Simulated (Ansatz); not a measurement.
# CoH (triplet): inputs that go wrong

4 inputs are run for CoH (triplet) as typed; the log has to tell whether the result can be used and what must change.

The runs use Ansatz 0.2.0, Gaussian basis; the settings change from run to run.

17 further runs of the same task are left out: 2 for a known fault of the program, 4 that didn't finish, 11 set aside as unsound or not needed.

### Step 1. The geometry

The geometry is a PBE0/def2-TZVP stationary point (not a proven minimum).

2 atoms, charge 0, spin multiplicity 3.

Atoms are counted from 1 here; the program's logs count them from 0.

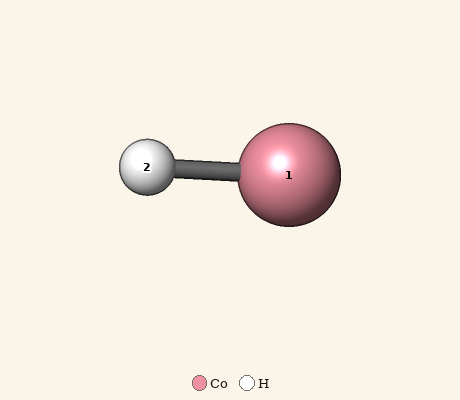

The structure; cobalt pink, hydrogen white; atoms are numbered from 1 in the order of the file.

Geometry (Å):

```
Co    0.00000    0.00000    0.00000
H     0.00000    0.00000    1.52420
```

### Step 2. Try 1

Input file in.yaml:

```yaml
crystal:
  periodic: [false, false, false]
  atoms:
    - {symbol: Co, position_ang: [0.000000, 0.000000, 0.000000]}
    - {symbol: H, position_ang: [0.000000, 0.000000, 1.524200]}
basis:
  gaussian: {orbitals: def2-SVP}
magnetization: {spin_polarized: false, initial_magnetization: 2}
correlation: {method: sc_nevpt2, electrons: outside_noble_gas, active_space: {window: {electrons: 4, orbitals: 4}, places: [1, 2]}}
```

Launch:

```console
> ansatz run in.yaml --threads 1 --pin off --events-out ev --progress --plain --max-ram 2393MiB
```

Log:

```text
Error: invalid value for `correlation.active_space`: name one of window, places and ras
```

Wall time 0.06 s (1 thread of AMD EPYC, shared host).

**Diagnosis.** The run was refused. The active space is defined twice. To mend it, keep one definition.

### Step 3. Try 2

Input file in.yaml:

```yaml
crystal:
  periodic: [false, false, false]
  atoms:
    - {symbol: Co, position_ang: [0.000000, 0.000000, 0.000000]}
    - {symbol: H, position_ang: [0.000000, 0.000000, 1.524200]}
basis:
  gaussian: {orbitals: def2-TZVP}
magnetization: {spin_polarized: false, initial_magnetization: 2}
hamiltonian: {pseudopotentials: {relativity: scalar}}
correlation: {method: ccsd_t, electrons: valence}
multiplicity: 3
output: {forces: true}
```

Same command.

Log:

```text
Error: YAML parse error: error: line 11 column 1: unknown field `multiplicity`, expected one of crystal, accuracy, basis, kpoints, hamiltonian, magnetization, projection, total_charge, correlation, batch, efield, external_charges, scf, relax, neb, saddle, md, ramp, phonons, dielectric, real_time, elastic, magnetic_configurations, gw, evaluate, workflow, output, checkpoint, execution
  --> <input>:11:1
   |
 9 | hamiltonian: {pseudopotentials: {relativity: scalar}}
10 | correlation: {method: ccsd_t, electrons: valence}
11 | multiplicity: 3
   | ^ unknown field `multiplicity`, expected one of crystal, accuracy, basis, kpoints, hamiltonian, magnetization, projection, total_charge, correlation, batch, efield, external_charges, scf, relax, neb, saddle, md, ramp, phonons, dielectric, real_time, elastic, magnetic_configurations, gw, evaluate, workflow, output, checkpoint, execution
12 | output: {forces: true}
   |
```

Wall time 0.03 s (1 thread of AMD EPYC, shared host).

**Diagnosis.** The run was refused. The input holds a key that the program doesn't read here. Cure: remove it or spell it as the reference does.

### Step 4. Try 3

Input file in.yaml:

```yaml
crystal:
  periodic: [false, false, false]
  atoms:
    - {symbol: Co, position_ang: [0.000000, 0.000000, 0.000000]}
    - {symbol: H, position_ang: [0.000000, 0.000000, 1.524200]}
basis:
  gaussian: {orbitals: def2-SVP}
magnetization: {spin_polarized: false, initial_magnetization: 2}
correlation: {method: sc_nevpt2, electrons: outside_noble_gas, active_space: {window: {electrons: 4, orbitals: 4}, states: [{multiplicity: 3, weights: [1, 1]}], root: 5}}
accuracy: high
```

Launched as before.

Log:

```text
Error: the active space averages no state 5, counted from zero
```

Run time: 0.04 s. Hardware: 1 thread of AMD EPYC, shared host.

Diagnosis: The run was refused. The root asked for lies beyond the states averaged. Fix: average more states or name a lower root.

### Step 5. Try 4

Input file in.yaml:

```yaml
crystal:
  periodic: [false, false, false]
  atoms:
    - {symbol: Co, position_ang: [0.000000, 0.000000, 0.000000]}
    - {symbol: H, position_ang: [0.000000, 0.000000, 1.524200]}
basis:
  gaussian: {orbitals: "6-31G*"}
magnetization: {spin_polarized: true, initial_magnetization: 10}
correlation: {method: bccd, electrons: all}
output: {forces: true}
```

Launched as before.

Log, cut to the lines that bear on the results:

```text
Functional definition: HF
  name "HF"
  cite "Fock, Z. Phys. 61, 126 (1930) doi:10.1007/BF01340294"
  parent pbe
[...]
359 factors; integrals over basis functions are off by at most 6.8e-4 eV
[...]
a density is far from that of the atoms, so the factors are made again for it
394 factors; integrals over basis functions are off by at most 5.7e-4 eV
[...]
mean field -37573.49317861 eV, -1380.8004060857 hartree, gradient 2.0e-6 eV, S^2 30.000169; 5 other end points of the search recorded, 0 dependent functions left out
determinant -37573.49317861 eV, -1380.8004060857 hartree, with singles and doubles -37577.25169024 eV, -1380.9385288403 hartree
determinant -37571.92751203 eV, -1380.7428688998 hartree, with singles and doubles -37575.76439540 eV, -1380.8838717631 hartree
determinant -37570.11382829 eV, -1380.6762172518 hartree, with singles and doubles -37573.95178235 eV, -1380.8172594621 hartree
reference -37573.49317861 eV, -1380.8004060857 hartree; 19, 9 occupied and 19, 29 virtual orbitals, 394 factors
second order -3.45314767 eV of doubles, -0.00000000 eV of singles
cycle   1  -3.75457451 eV  change    3.9e-3 eV  update   1.9e-3
[...]
cycle   8  -3.75214554 eV  change   -3.2e-7 eV  update   2.8e-7
[...]
Total energy: -37577.24532415 eV, -1380.9382948908 hartree
Atom 0 at     0.000000     0.000000     0.000000 Å, force     0.000000     0.000000   -12.301020 eV/Å
Atom 1 at     0.000000     0.000000     1.524200 Å, force    -0.000000     0.000000    12.301020 eV/Å
Dipole moment:    -0.000000    -0.000000     0.506763 e Å
```

Run time: 26 s. Hardware: 1 thread of AMD EPYC, shared host.

Diagnosis: The run converged, which proves nothing about the input. Far too many unpaired electrons are asked for. Its energy belongs to the state of multiplicity 11, not to the triplet that was meant. To mend it, set initial_magnetization to that of the wanted state.

### Step 6. Summary

| try | level | ended | cause | time |
| --- | --- | --- | --- | --- |
| 1 | NEVPT2(4,4)/def2-SVP | refused | the active space is defined twice | 0.06 s |
| 2 | CCSD(T) on ROHF/def2-TZVP | refused | the input holds a key that the program doesn't read here | 0.03 s |
| 3 | NEVPT2(4,4)/def2-SVP | refused | the root asked for lies beyond the states averaged | 0.04 s |
| 4 | BCCD on UHF/6-31G* | converged | far too many unpaired electrons are asked for | 26 s |

3 refused, 1 converged. The input that converges on a wrong geometry or spin is the dangerous one: no error points at it, so geometry and ⟨S²⟩ have to be checked.
